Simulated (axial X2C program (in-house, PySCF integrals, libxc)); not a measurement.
# All-electron X2C curves of GeAl

Aim: find the lowest determinant of GeAl, scan the bond at several levels and fit the constants, once spin-free and once with spin–orbit coupling.

Program: an in-house X2C program for linear molecules on PySCF integrals. Level of theory: all-electron X2C, Ge dyall-cv3z, Al dyall-v3z. These are calculated values, not measurements.

## Step 1: Set-up

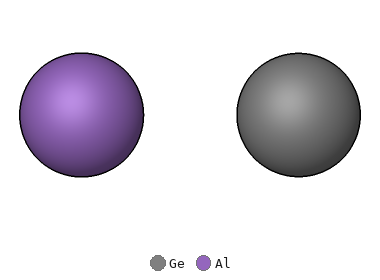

The two atoms at 2.470 Å (germanium grey, aluminium purple).

Contents of task.json:

```json
{
 "zs": [
  32,
  13
 ],
 "q": 0,
 "bas": [
  "dyall-cv3z",
  "dyall-v3z"
 ],
 "levels": [
  "PBE0",
  "HF",
  "B3LYP"
 ],
 "cc": true,
 "r0": 2.47,
 "thr": -1.0,
 "nmax": 90,
 "npts": 10,
 "nst": 2,
 "ntry": 6
}
```

Keys: zs atomic numbers; q charge; bas basis sets; levels methods (HF also brings MP2); cc coupled cluster on or off; r0 starting distance in Å; thr threshold in hartree for freezing inner shells (an s shell follows its p shell); nmax most natural virtual spinors; npts points asked for on the curve; nst determinants followed; ntry starts of the search.

Run with:

```
$ python so2c.py task.json out
```

Spin-free means the one-electron spin-free X2C Hamiltonian; two-component (2c) means X2C with spin–orbit coupling and atomic mean-field two-electron Coulomb and Gaunt terms. Basis: Ge dyall-cv3z contracted to [9s9p7d4f1g], Al dyall-v3z contracted to [8s8p2d1f]; Gaussian nuclei, density fitting. Masses: Ge 73.921 u, Al 26.982 u.

Notation: σ, π±, δ± give the projection m of an orbital's angular momentum (0, ±1, ±2), α and β its spin, Λ and M_S the sums; ω is the projection of a spinor's total angular momentum and Ω the sum. Logs are in hartree.

The results follow Hamiltonian by Hamiltonian and level by level.

## Step 2: State search with PBE0

Determinants are compared with PBE0 at 2.470 Å.

Spin-free determinants:

```
ΔE (eV)             state                          open shells
   0.00  M_S = 3/2, Λ = 0   beyond closed shells: σα, π+α, π-α
   0.31  M_S = 1/2, Λ = 0   beyond closed shells: σβ, π+α, π-α
   0.80  M_S = 1/2, Λ = 0   beyond closed shells: σα, π+β, π-α
   0.80  M_S = 1/2, Λ = 2   beyond closed shells: σα, π+α, π+β
   1.14  M_S = 1/2, Λ = 1            beyond closed shells: π+α
   1.24  M_S = 1/2, Λ = 1  beyond closed shells: π+α, π+β, π-α
   2.41  M_S = 3/2, Λ = 1   beyond closed shells: 2 × π+α, π-α
```

Two-component determinants:

```
ΔE (eV)    state                                  open shells
   0.00  Ω = 3/2                excess of +ω over −ω: ω = 3/2
   0.31  Ω = 1/2  excess of +ω over −ω: 2 × ω = -1/2, ω = 3/2
   0.72  Ω = 1/2                excess of +ω over −ω: ω = 1/2
   0.80  Ω = 5/2   excess of +ω over −ω: 2 × ω = 1/2, ω = 3/2
   0.88  Ω = 1/2                excess of +ω over −ω: ω = 1/2
   2.43  Ω = 5/2  excess of +ω over −ω: ω = -1/2, 2 × ω = 3/2
   2.61  Ω = 7/2   excess of +ω over −ω: ω = 1/2, 2 × ω = 3/2
```

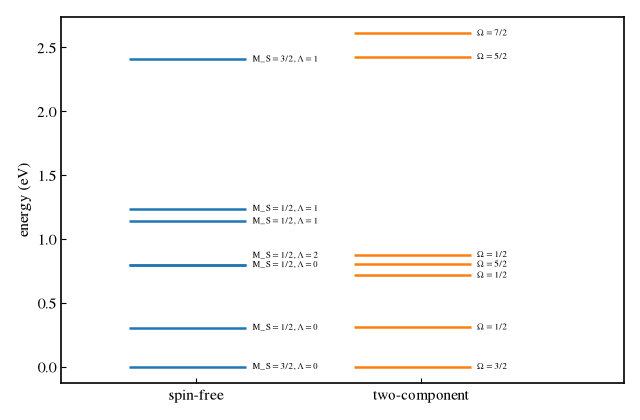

The determinants found, each set from its own lowest.

## Step 3: PBE0, spin-free

State followed: M_S = 3/2, Λ = 0 (beyond closed shells: σα, π+α, π-α). The scan is laid around 2.475 Å, a first estimate of the minimum, and this SCF restarts from the orbitals of the search.

Output at 2.475 Å:

```text
spin-free X2C-1e  PBE0
basis functions 157  fitting functions 923  grid points 5082
iter        total energy     max residual
   1      -2341.309182315     4.52e-01
   2      -2341.317391930     1.13e-03
   3      -2341.317396273     3.31e-04
   4      -2341.317396897     2.40e-04
   5      -2341.317397562     5.48e-05
   6      -2341.317397576     4.67e-05
   7      -2341.317397591     6.47e-06
   8      -2341.317397592     6.33e-06
converged
one-electron -3438.30004354  Coulomb 1106.54716497  exact exchange -24.16414186  xc functional -74.34491039  nuclear repulsion 88.94453323
```

Along the bond, energies from the lowest point:

```tsv
R (Å)	E (eV)	μ (D)	HOMO (eV)	LUMO (eV)	iterations
2.153	0.5035	0.71	-5.55	-2.96	23
2.252	0.2046	0.82	-5.60	-2.84	20
2.326	0.0789	0.91	-5.63	-2.76	17
2.401	0.0156	1.02	-5.65	-2.68	16
2.475	0.0000	1.15	-5.66	-2.69	8
2.562	0.0270	1.31	-5.54	-2.69	16
2.648	0.0889	1.49	-5.43	-2.69	14
2.760	0.2032	1.75	-5.30	-2.67	15
2.896	0.3748	2.09	-5.16	-2.64	15
3.094	0.6515	2.61	-4.98	-2.59	16
```

Dipoles are positive if Al is the positive end.

Outer orbitals at the reference distance:

```json
{"symmetry": "δ-α", "occupied": "yes", "ε (eV)": "-32.35", "atomic character": "100% Ge d"}
{"symmetry": "δ+α", "occupied": "yes", "ε (eV)": "-32.35", "atomic character": "100% Ge d"}
{"symmetry": "σα", "occupied": "yes", "ε (eV)": "-32.33", "atomic character": "100% Ge d"}
{"symmetry": "π-α", "occupied": "yes", "ε (eV)": "-32.32", "atomic character": "100% Ge d"}
{"symmetry": "π+α", "occupied": "yes", "ε (eV)": "-32.32", "atomic character": "100% Ge d"}
{"symmetry": "δ-β", "occupied": "yes", "ε (eV)": "-32.20", "atomic character": "100% Ge d"}
{"symmetry": "δ+β", "occupied": "yes", "ε (eV)": "-32.20", "atomic character": "100% Ge d"}
{"symmetry": "σβ", "occupied": "yes", "ε (eV)": "-32.19", "atomic character": "100% Ge d"}
{"symmetry": "π-β", "occupied": "yes", "ε (eV)": "-32.18", "atomic character": "100% Ge d"}
{"symmetry": "π+β", "occupied": "yes", "ε (eV)": "-32.18", "atomic character": "100% Ge d"}
{"symmetry": "σα", "occupied": "yes", "ε (eV)": "-14.29", "atomic character": "69% Ge s, 14% Al s, 10% Al p"}
{"symmetry": "σβ", "occupied": "yes", "ε (eV)": "-12.15", "atomic character": "67% Ge s, 17% Al s, 9% Al p"}
{"symmetry": "σα", "occupied": "yes", "ε (eV)": "-9.21", "atomic character": "54% Al s, 28% Ge p, 11% Ge s"}
{"symmetry": "σβ", "occupied": "yes", "ε (eV)": "-7.82", "atomic character": "57% Al s, 22% Ge p, 12% Ge s"}
{"symmetry": "σα", "occupied": "yes", "ε (eV)": "-5.66", "atomic character": "42% Al p, 41% Ge p, 13% Al s"}
{"symmetry": "π-α", "occupied": "yes", "ε (eV)": "-5.66", "atomic character": "69% Ge p, 25% Al p, 5% Al d"}
{"symmetry": "π+α", "occupied": "yes", "ε (eV)": "-5.66", "atomic character": "69% Ge p, 25% Al p, 5% Al d"}
{"symmetry": "σβ", "occupied": "no", "ε (eV)": "-2.69", "atomic character": "44% Ge p, 42% Al p, 10% Al s"}
{"symmetry": "π+β", "occupied": "no", "ε (eV)": "-2.61", "atomic character": "50% Ge p, 47% Al p, 2% Al d"}
{"symmetry": "π-β", "occupied": "no", "ε (eV)": "-2.61", "atomic character": "50% Ge p, 47% Al p, 2% Al d"}
{"symmetry": "π-α", "occupied": "no", "ε (eV)": "-1.69", "atomic character": "67% Al p, 21% Ge p, 6% Ge d"}
```

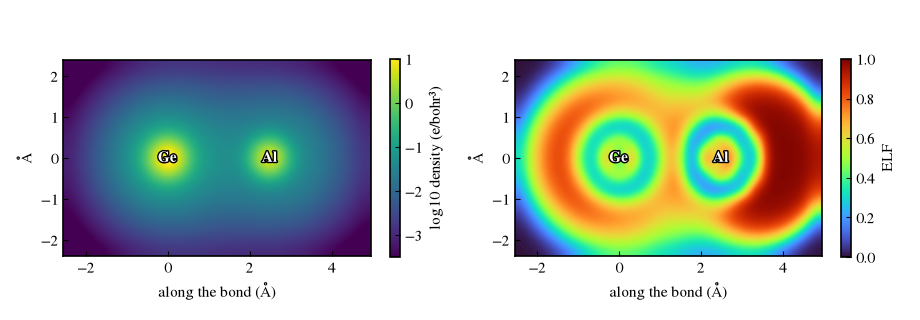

PBE0 fields in a plane through the axis, from a grid of 0.3 Å; Ge lies at z = 0 and Al at z = 2.475 Å; the ELF is damped to zero where the density is low.

Re = 2.466 Å, ωe = 304 cm⁻¹, ωexe = 1.27 cm⁻¹, Be = 0.1402 cm⁻¹, De = 2.49 eV, μ = 1.13 D.

## Step 4: HF, spin-free

The SCF at the reference distance of 2.475 Å:

```text
spin-free X2C-1e  HF
basis functions 157  fitting functions 923  grid points 5082
iter        total energy     max residual
   1      -2339.464912774     2.87e-01
   2      -2339.489404043     1.04e-02
   3      -2339.490824017     1.87e-02
   4      -2339.491398694     7.80e-03
   5      -2339.491582336     1.99e-03
   6      -2339.491654940     2.18e-03
   7      -2339.491678934     1.03e-03
   8      -2339.491689773     3.83e-04
   9      -2339.491692230     2.88e-04
  10      -2339.491693080     1.14e-04
  11      -2339.491693319     3.28e-05
  12      -2339.491693369     2.88e-05
  13      -2339.491693376     8.22e-06
  14      -2339.491693377     3.09e-06
  15      -2339.491693377     2.01e-06
converged
one-electron -3438.59157360  Coulomb 1106.94881294  exact exchange -96.79346595  xc functional 0.00000000  nuclear repulsion 88.94453323
```

Re = 2.532 Å, ωe = 278.2 cm⁻¹, ωexe = 1.17 cm⁻¹, Be = 0.1331 cm⁻¹, De = 1.57 eV, μ = 1.82 D.

## Step 5: B3LYP, spin-free

Output at 2.475 Å:

```text
spin-free X2C-1e  B3LYP
basis functions 157  fitting functions 923  grid points 5082
iter        total energy     max residual
   1      -2341.765336521     4.77e-02
   2      -2341.767180577     2.02e-03
   3      -2341.767192815     2.25e-03
   4      -2341.767214249     7.92e-04
   5      -2341.767214422     3.12e-04
   6      -2341.767215953     1.73e-04
   7      -2341.767216016     1.18e-04
   8      -2341.767216070     9.05e-06
   9      -2341.767216070     4.73e-06
converged
one-electron -3438.34204287  Coulomb 1106.58073913  exact exchange -19.32717994  xc functional -79.62326562  nuclear repulsion 88.94453323
```

Re = 2.485 Å, ωe = 290.8 cm⁻¹, ωexe = 1.34 cm⁻¹, Be = 0.1381 cm⁻¹, De = 2.28 eV, μ = 1.21 D.

## Step 6: Correlated methods, spin-free

Correlated methods: 7 electrons correlated (frozen shells, counted by type: Ge 3 s, 2 p, 1 d; Al 2 s, 1 p), 207 virtual spinors in MP2, 90 natural virtuals in coupled cluster.

Output of the correlated part at 2.475 Å:

```text
correlated 7  virtual 207  natural virtual 90  E(MP2) -0.115157681  MP2 remainder -0.002351961
iter   CCSD correlation   residual
   1     -0.129595537   1.30e-01
   2     -0.136461840   5.64e-02
   3     -0.137270633   2.09e-02
   4     -0.137603334   1.10e-02
   5     -0.137666140   5.56e-03
   6     -0.137695644   2.23e-03
   7     -0.137714737   8.58e-04
   8     -0.137711593   3.52e-04
   9     -0.137711038   1.41e-04
  10     -0.137711444   5.08e-05
  11     -0.137711950   1.82e-05
  12     -0.137712114   7.42e-06
  13     -0.137712196   3.33e-06
  14     -0.137712211   1.32e-06
(T) -0.007673385  T1 0.0435  D1 0.0648  max T2 0.076
```

T1 in the output is the amplitude norm over the root of the electron number; divide by √2 for the Lee–Taylor value.

MP2: Re = 2.472 Å, ωe = 310 cm⁻¹, Be = 0.1396 cm⁻¹, De = 2.30 eV.

CCSD: Re = 2.485 Å, ωe = 304 cm⁻¹, ωexe = 1.22 cm⁻¹, Be = 0.1381 cm⁻¹, De = 2.17 eV. T1 at Re = 0.031 (Lee–Taylor, the printed value over √2).

CCSD(T): Re = 2.481 Å, ωe = 307 cm⁻¹, ωexe = 1.22 cm⁻¹, Be = 0.1385 cm⁻¹, De = 2.30 eV. T1 at Re = 0.031 (Lee–Taylor, the printed value over √2).

## Step 7: A higher determinant, spin-free

State: M_S = 1/2, Λ = 0 (beyond closed shells: σβ, π+α, π-α).

Output at the reference distance:

```text
spin-free X2C-1e  PBE0
basis functions 157  fitting functions 923  grid points 5082
iter        total energy     max residual
   1      -2341.297954322     4.47e-01
   2      -2341.306106752     1.15e-03
   3      -2341.306111397     2.32e-04
   4      -2341.306111411     1.79e-04
   5      -2341.306112029     2.72e-05
   6      -2341.306112033     2.48e-05
   7      -2341.306112038     3.78e-06
converged
one-electron -3438.20756685  Coulomb 1106.45518559  exact exchange -24.16114923  xc functional -74.33711477  nuclear repulsion 88.94453323
```

```tsv
R (Å)	E above the lowest PBE0 point (eV)
2.153	0.769
2.252	0.481
2.326	0.365
2.401	0.312
2.475	0.307
2.562	0.347
2.648	0.421
2.760	0.548
2.896	0.732
```

Re = 2.445 Å, ωe = 318 cm⁻¹, ωexe = 1.41 cm⁻¹, Be = 0.1426 cm⁻¹, μ = 1.22 D. ⟨S²⟩ = 1.78 against 0.75 for a pure state, so this determinant mixes spins. Te = 0.30 eV.

[end of part 1 of 2]
